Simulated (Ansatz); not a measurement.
AsGaH₅N

Input

```
crystal:
  periodic: [false, false, false]
  atoms:
    - {symbol: N, position_ang: [-1.219496, 0.782652, -0.786440]}
    - {symbol: Ga, position_ang: [0.315121, 0.675282, 0.176346]}
    - {symbol: As, position_ang: [1.545684, -1.401643, 0.081827]}
    - {symbol: H, position_ang: [-1.628641, 0.012588, -1.287254]}
    - {symbol: H, position_ang: [-1.785695, 1.612309, -0.843316]}
    - {symbol: H, position_ang: [0.790777, 1.966069, 0.921505]}
    - {symbol: H, position_ang: [1.713702, -1.418770, 1.594849]}
    - {symbol: H, position_ang: [0.268547, -2.228477, 0.142483]}
basis:
  gaussian: {orbitals: def2-TZVPP}
hamiltonian: {xc: pbe0, dispersion: d4}
output: {orbitals: {seedname: orbitals}}
```

Launched as:

```sh
ansatz run in.yaml --threads 4 --pin off --events-out ev --progress --plain --max-ram 10444MiB
```

Geometry: PBE0-D4/def2-TZVP.

All numbers below come from Ansatz, RKS PBE0-D4/def2-TZVPP.

Predict the electron density and electron localisation function between the atoms.

Answer. Ga–N (1.81 Å): the density is about 0.92 e/Å³ at the midpoint; the ELF peaks at about 0.85 in the valence shell of N, 0.6 Å from its nucleus, and is about 0.30 at the midpoint.
Ga–As (2.42 Å): the density is about 0.56 e/Å³ at the midpoint; the ELF peaks at about 0.85 between the atoms: a shared electron pair.
N–H (1.01 Å): the density is about 2.9 e/Å³ at the midpoint; the ELF climbs to about 1 towards the hydrogen, as it does in any bond to H: a covalent bond by its length.
Ga–H (1.56 Å): ρ is about 1 e/Å³ halfway; the ELF climbs to about 1 towards the hydrogen.

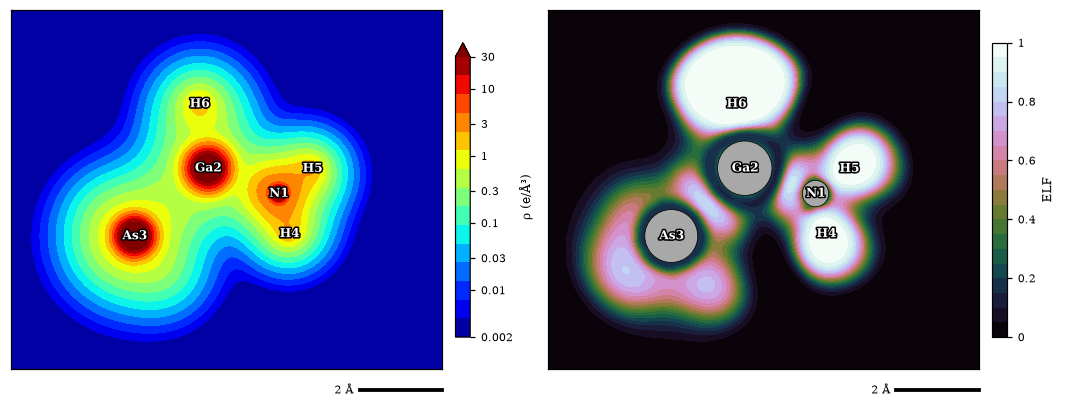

Computed electron density and electron localisation function on the plane of atoms H4, N1 and H5, in this order. Grey discs cover the atomic cores in the ELF map. 
